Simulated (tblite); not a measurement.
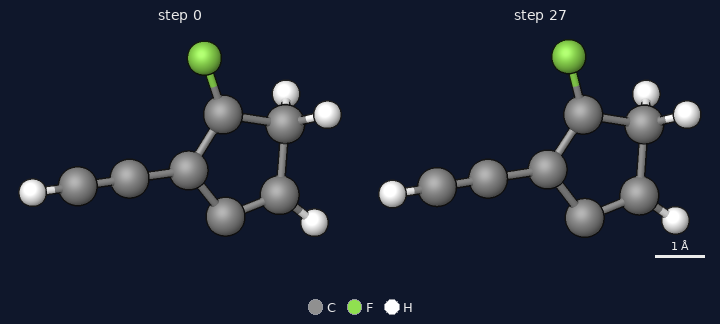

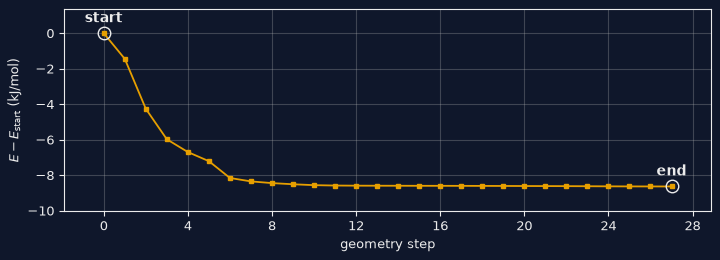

First and last geometry of a relaxation of C7H4F (multiplicity 2), with the history of the run. The picture is a ball-and-stick view, seen at a tilt.

Computed with GFN2-xTB geometry optimisation, gas phase (tblite 0.8.0). 

Read the history and describe the run.

It converged. After 27 geometry steps the energy has fallen by 8.63 kJ/mol. The largest move after the best rigid fit is that of the F atom, 0.10 Å. By element the largest moves are F 0.10 Å, H 0.05 Å, C 0.03 Å. Some distances before and after: C–C 1.413 → 1.452 Å, C–C 1.522 → 1.494 Å, C–C 1.304 → 1.321 Å, C–H 1.087 → 1.071 Å. Among the angles between lasting bonds that change: F–C–C 124.4° → 120.7°, C–C–H 126.3° → 129.3°, C–C–C 125.6° → 128.5°. Cost: 0.14 s on 1 thread of Arm Neoverse V1, with other jobs on the host.
